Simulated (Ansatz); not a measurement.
# Lattice dynamics of CsTe4Cl (built on the sites of a database entry of KClO4)

Aim: the vibrations of CsTe4Cl (built on the sites of a database entry of KClO4), their spectra, and whether the structure is stable.

Program: Ansatz 0.2.0. Level of theory: DFT PBE, scalar-relativistic, plane waves, norm-conserving pseudopotentials. Results are calculated unless marked as measured.

The structure was built from a prototype and need not be the compound's stable phase.

### Step 1. Set-up

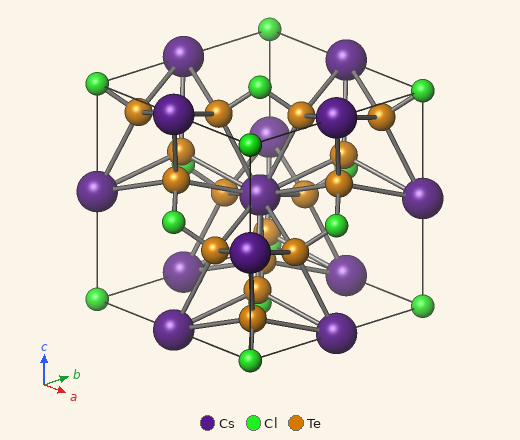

The cell as given, from a free direction (caesium purple, chlorine green, tellurium orange). This picture shows the conventional cell, with its axes. Bonds to atoms that aren't drawn are left out. Some periodic images of atoms are drawn too.

### Step 2. Coarse relaxation

A rough relaxation comes first, because large forces or stress need no tight tolerances yet.

The input, input.yaml:

```yaml
crystal:
  lattice:
    - [0.0, 4.7523, 4.7523]
    - [4.7523, 0.0, 4.7523]
    - [4.7523, 4.7523, 0.0]
  atoms:
    - { symbol: Cs, position: [0.5, 0.5, 0.5] }
    - { symbol: Cl, position: [0.0, 0.0, 0.0] }
    - { symbol: Te, position: [0.127, 0.127, 0.127] }
    - { symbol: Te, position: [0.619, 0.127, 0.127] }
    - { symbol: Te, position: [0.127, 0.127, 0.619] }
    - { symbol: Te, position: [0.127, 0.619, 0.127] }
kpoints:
  mp_grid: { grid: [4, 4, 4] }
hamiltonian:
  xc: pbe
  pseudopotentials: { kind: nc }
scf:
  occupations: { method: gaussian, width: 0.1 }
output:
  forces: true
  stress: true
  eigenvalues: true
relax:
  adjacent_minimum: "off"
  f_tol: 0.05
  max_steps: 80
  cell: { stress_tol: 0.5 }
```

On the command line:

```sh
$ ansatz run input.yaml --threads 4 --pin off --max-ram 14336MiB --backend cpu --events-out ev --progress --plain --runs-dir out
```

Numbers of over 12 decimals in the logs are rounded to 6 here.

Output:

```text
The last accepted step is kept in <dir> (removed where the run ends without a failure and the disk answers)
Engine: ansatz 0.2.0, aarch64-unknown-linux-gnu
Pseudopotentials: kind: nc
Pseudopotential: Cs, nc, valence charge 9, recommended cutoff 680.284656 eV (normal), Cs.nc.azcp
[...]
- [0, 5.521438, 5.521438]
    - [5.521438, 0, 5.521438]
    - [5.521438, 5.521438, 0]
  atoms:
    - { symbol: Cs, position: [0.5, 0.5, 0.5] }
    - { symbol: Cl, position: [-2.433521278786848e-19, 2.43352127878685e-19, -3.0419015984835443e-19] }
    - { symbol: Te, position: [0.149371, 0.149371, 0.149371] }
    - { symbol: Te, position: [0.551887, 0.149371, 0.149371] }
    - { symbol: Te, position: [0.149371, 0.149371, 0.551887] }
    - { symbol: Te, position: [0.149371, 0.551887, 0.149371] }
[key lines of the parts left out:]
SCF converged after 3 iterations
Free energy (F): -12936.101865 eV
Fermi energy:    3.370016 eV
P = ⅓ Tr σ = -0.1436 GPa (-1.436 kbar)
```

Wall time 95 s (4 threads of Arm Neoverse V2, shared host); peak memory 2 GiB.

Step by step:

```csv
step,energy less that of the first step (eV),largest force component (eV/Å),pressure (GPa),volume (Å³)
1,0.0000,5.4242,22.08,214.66
2,-5.8020,1.5229,12.62,226.49
3,-7.8830,1.0149,5.29,260.60
4,-8.8326,0.1942,1.16,290.45
5,-8.8823,0.0468,-0.15,299.96
6*,-9.0764,0.0465,1.71,299.96
7,-9.1796,0.0322,0.95,312.19
8,-9.2372,0.0074,-0.13,336.66
9*,-9.2379,0.0074,-0.14,336.66
```

Relaxation steps marked * repeat the geometry before them on a plane-wave basis chosen anew for their cell, so energy and pressure can jump there.

Forces are held to the 24 operations that the run works with; a distortion that breaks them can't arise in this run.

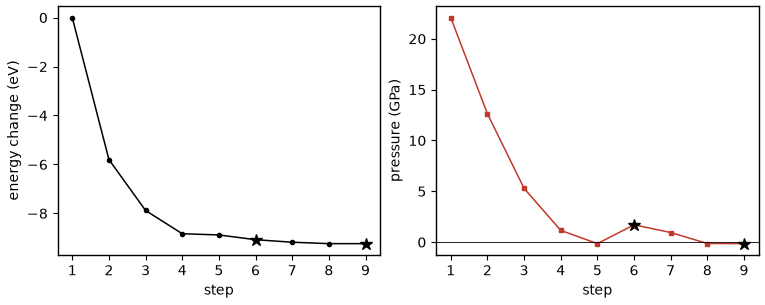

Energy and pressure along the relaxation. Stars mark steps on a basis chosen anew.

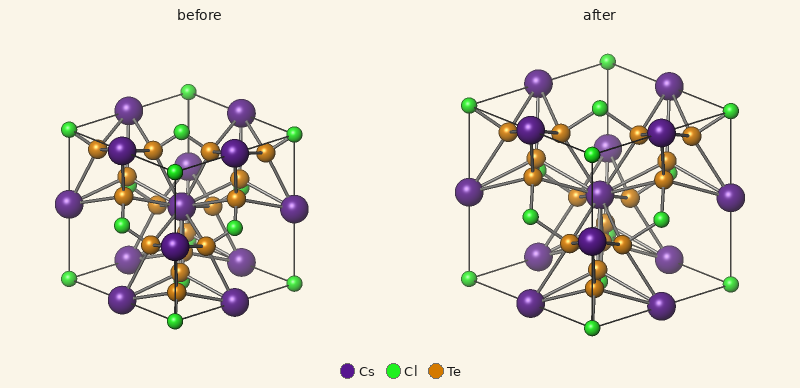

The structure before and after the relaxation, drawn at the same scale. Bonds to atoms that aren't drawn are left out.

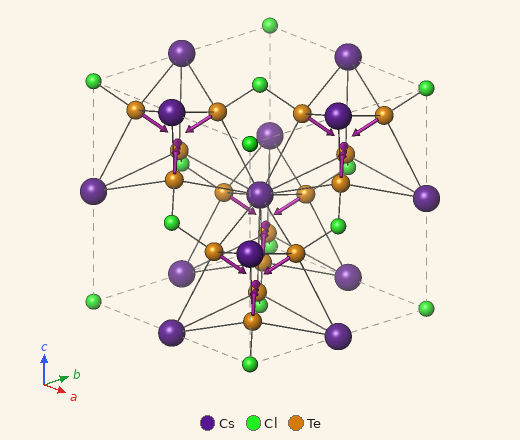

Displacements in the relaxation, exaggerated, measured against the changing cell; the longest in the cell stands for 0.43 Å. Bonds to atoms that aren't drawn are left out. Some periodic images of atoms are drawn too.

```csv
cell as run,before,after,change
a (Å),6.721,7.808,+16.2 %
b (Å),6.721,7.808,+16.2 %
c (Å),6.721,7.808,+16.2 %
volume (Å³/atom),35.78,56.11,+56.8 %
```

The atoms that moved most (Å, as changes of fractional coordinates times the final cell):

```csv
atom,dx,dy,dz,length
Te4,0.247,-0.247,-0.247,0.428
Te5,-0.247,-0.247,0.247,0.428
Te6,-0.247,0.247,-0.247,0.428
Te3,0.247,0.247,0.247,0.428
```

The relaxed structure:

```xyz
6
Lattice="0.0000 5.5214 5.5214 5.5214 0.0000 5.5214 5.5214 5.5214 0.0000" Properties=species:S:1:pos:R:3 pbc="T T T"
Cs    5.5214    5.5214    5.5214
Cl    0.0000    0.0000    0.0000
Te    1.6495    1.6495    1.6495
Te    1.6495    3.8720    3.8720
Te    3.8720    3.8720    1.6495
Te    3.8720    1.6495    3.8720
```

This step gave:

```yaml
pressure: -0.1436 GPa
volume_per_atom: 56.11 Å³
gap_on_the_k_mesh: 0 eV
```

In this step the volume went from 35.78 to 56.11 Å³/atom.

### Step 3. Relaxation

Harmonic phonons are second derivatives at a point where the forces vanish, and they are wanted at zero stress, so atoms and cell are relaxed first.

The input, input.yaml:

```yaml
crystal:
  lattice:
    - [0.0, 5.5214375974, 5.5214375974]
    - [5.5214375974, 0.0, 5.5214375974]
    - [5.5214375974, 5.5214375974, 0.0]
  atoms:
    - { symbol: Cs, position: [0.5, 0.5, 0.5] }
    - { symbol: Cl, position: [0.0, 0.0, 0.0] }
    - { symbol: Te, position: [0.1493711658, 0.1493711658, 0.1493711658] }
    - { symbol: Te, position: [0.5518865026, 0.1493711658, 0.1493711658] }
    - { symbol: Te, position: [0.1493711658, 0.1493711658, 0.5518865026] }
    - { symbol: Te, position: [0.1493711658, 0.5518865026, 0.1493711658] }
kpoints:
  mp_grid: { grid: [6, 6, 6] }
hamiltonian:
  xc: pbe
  pseudopotentials: { kind: nc }
scf:
  occupations: { method: gaussian, width: 0.1 }
output:
  forces: true
  stress: true
  eigenvalues: true
relax:
  adjacent_minimum: "off"
  f_tol: 0.005
  max_steps: 80
  cell: { stress_tol: 0.05 }
```

Output:

```text
[...]
Crystal: 6 atoms, lattice volume = 336.656 Å³
Basis set: ecut = 1120 eV, 28763 PW (Γ), exchange–correlation on 180×180×180 points (8 copies of the dense FFT grid, shifted against one another)
Bands: 48, of which v1, the nominal top of the filled ones, is band 40 counted from 1 (39 counted from 0)
Symmetry: 24 space group operations
[...]
cell:  # Å, volume = 332.7206 Å³
    - [0, 5.499838, 5.499838]
    - [5.499838, 0, 5.499838]
    - [5.499838, 5.499838, 0]
  atoms:
    - { symbol: Cs, position: [0.500000, 0.500000, 0.500000] }
    - { symbol: Cl, position: [-1.0472655870115893e-19, 0, 0] }
    - { symbol: Te, position: [0.149166, 0.149166, 0.149166] }
    - { symbol: Te, position: [0.552503, 0.149166, 0.149166] }
    - { symbol: Te, position: [0.149166, 0.149166, 0.552503] }
    - { symbol: Te, position: [0.149166, 0.552503, 0.149166] }
[key lines of the parts left out:]
SCF converged after 4 iterations
Free energy (F): -12936.107809 eV
Fermi energy:    3.466063 eV
P = ⅓ Tr σ = 0.0004 GPa (0.004 kbar)
```

Run time: 2.2 min. Hardware: 4 threads; peak memory 2.2 GiB; 8.4 min of CPU time.

The steps of the relaxation:

```csv
step,energy less that of the first step (eV),largest force component (eV/Å),pressure (GPa),volume (Å³)
1,0.0000,0.0051,-0.15,336.66
2,-0.0013,0.0132,-0.06,334.70
3,-0.0018,0.0171,0.00,332.01
4,-0.0019,0.0003,0.00,332.72
5*,-0.0018,0.0003,0.00,332.72
```

Relaxation steps marked * repeat the geometry before them on a plane-wave basis chosen anew for their cell, so energy and pressure can jump there.

Forces are held to the 24 operations that the run works with; a distortion that breaks them can't arise in this run.

```csv
"conventional cell, symmetrised",before,after,change
a (Å),11.043,11.000,-0.4 %
b (Å),11.043,11.000,-0.4 %
c (Å),11.043,11.000,-0.4 %
volume (Å³/atom),56.11,55.45,-1.2 %
```

Numbers from this step:

- pressure: 4.47e-4 GPa
- volume per atom: 55.45 Å³

In this step the volume went from 56.11 to 55.45 Å³/atom.

### Step 4. Relaxing to small forces for the phonons

Phonons need a cell at rest on their own settings, so the relaxation is repeated with tight tolerances on forces and stress, using the mesh and the filling of the phonon run that follows.

The input, input.yaml:

```yaml
crystal:
  lattice:
    - [0.0, 5.4998378745, 5.4998378745]
    - [5.4998378745, 0.0, 5.4998378745]
    - [5.4998378745, 5.4998378745, 0.0]
  atoms:
    - { symbol: Cs, position: [0.5, 0.5, 0.5] }
    - { symbol: Cl, position: [0.0, 0.0, 0.0] }
    - { symbol: Te, position: [0.1491655776, 0.1491655776, 0.1491655776] }
    - { symbol: Te, position: [0.5525032671, 0.1491655776, 0.1491655776] }
    - { symbol: Te, position: [0.1491655776, 0.1491655776, 0.5525032671] }
    - { symbol: Te, position: [0.1491655776, 0.5525032671, 0.1491655776] }
kpoints:
  mp_grid: { grid: [6, 6, 6] }
hamiltonian:
  xc: pbe
  pseudopotentials: { kind: nc }
scf:
  occupations: { method: methfessel_paxton, width: 0.2 }
output:
  forces: true
  stress: true
  eigenvalues: true
  write_density: true
  write_potential: true
  elf: true
  volumetric_format: npy
relax:
  adjacent_minimum: "off"
  f_tol: 0.001
  max_steps: 60
  cell: { stress_tol: 0.01 }
```

Output:

```text
[...]
Crystal: 6 atoms, lattice volume = 332.721 Å³
Basis set: ecut = 1120 eV, 28475 PW (Γ), exchange–correlation on 180×180×180 points (8 copies of the dense FFT grid, shifted against one another)
Bands: 48, of which v1, the nominal top of the filled ones, is band 40 counted from 1 (39 counted from 0)
Symmetry: 24 space group operations
[...]
cell:  # Å, volume = 332.1819 Å³
    - [0, 5.496868, 5.496868]
    - [5.496868, 0, 5.496868]
    - [5.496868, 5.496868, 0]
  atoms:
    - { symbol: Cs, position: [0.5, 0.5, 0.5] }
[...]
- { symbol: Te, position: [0.149120, 0.149120, 0.149120] }
    - { symbol: Te, position: [0.552641, 0.149120, 0.149120] }
    - { symbol: Te, position: [0.149120, 0.149120, 0.552641] }
    - { symbol: Te, position: [0.149120, 0.552641, 0.149120] }
[key lines of the parts left out:]
SCF converged after 6 iterations
Free energy (F): -12936.088133 eV
Fermi energy:    3.469198 eV
P = ⅓ Tr σ = 0.0020 GPa (0.020 kbar)
```

Elapsed: 2.1 min, on 4 threads; peak memory 2.2 GiB; 7.9 min of CPU time.

Little changed from the start: no atom moved by 0.005 Å and no cell edge by 0.1 %.

This step gave:

```yaml
pressure: 0.002013 GPa
volume_per_atom: 55.36 Å³
```

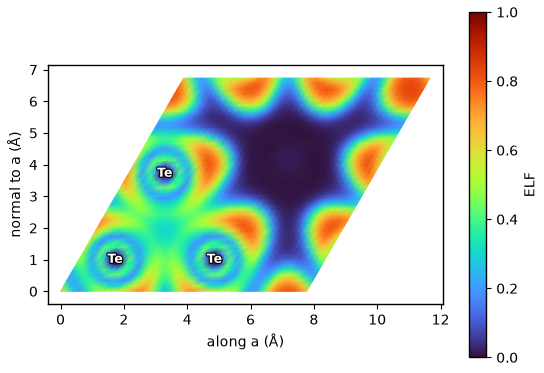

ELF in the ac plane of the cell as run, not the conventional one, at fractional y = 0.149, with atoms of Te within 0.2 Å of it. It is the smooth field of the valence electrons, not physical close to the nuclei.

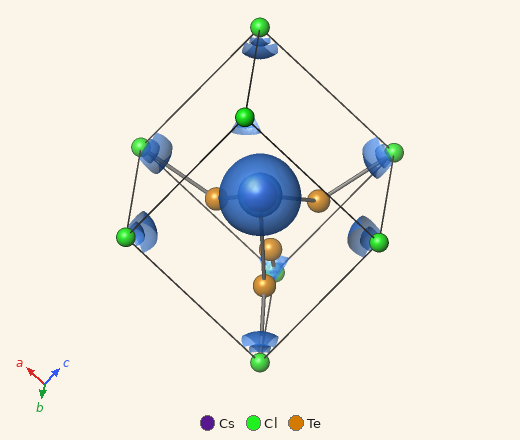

Surface of ELF = 0.82. Drawn on the cell as run, not the conventional one. Bonds to atoms that aren't drawn are left out.

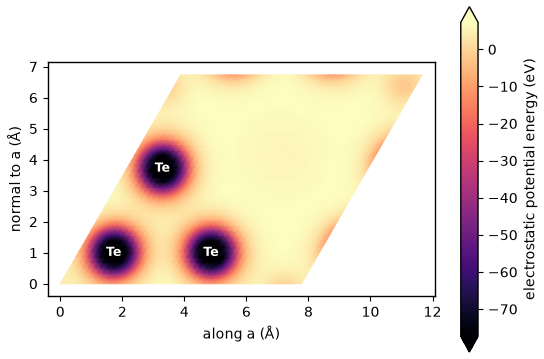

Electrostatic potential energy in the ac plane of the cell as run, not the conventional one, at fractional y = 0.149, with atoms of Te within 0.2 Å of it. With pseudopotentials it is smooth inside the atoms' cores, unlike the true potential.

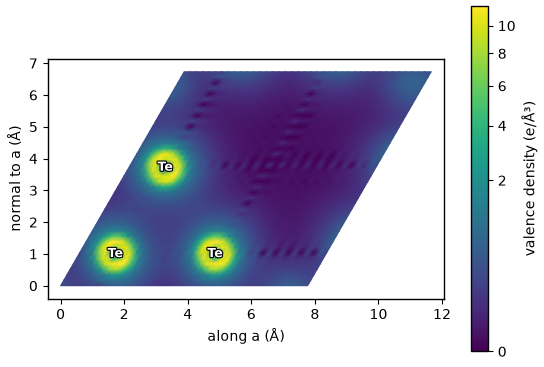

Valence density in the ac plane of the cell as run, not the conventional one, at fractional y = 0.149, with atoms of Te within 0.2 Å of it. It is the smooth field of the valence electrons, not physical close to the nuclei. The colour scale is stretched toward low values.

The largest force component left is 0.71 meV/Å and the pressure is 0.002 GPa, within the tolerances set. The cell now holds 55.36 Å³/atom.

(Continued in part 2 of 2.)

[Logs are printed without paths, hosts, clocks, repeated set-up lines and the standing remarks that a program may print on its own settings, such as how far it seeks lower states.]

[Hosts, paths, dates, database ids (printed as entryN), source tags and the programs' standing remarks are cut or masked in the printed files.]
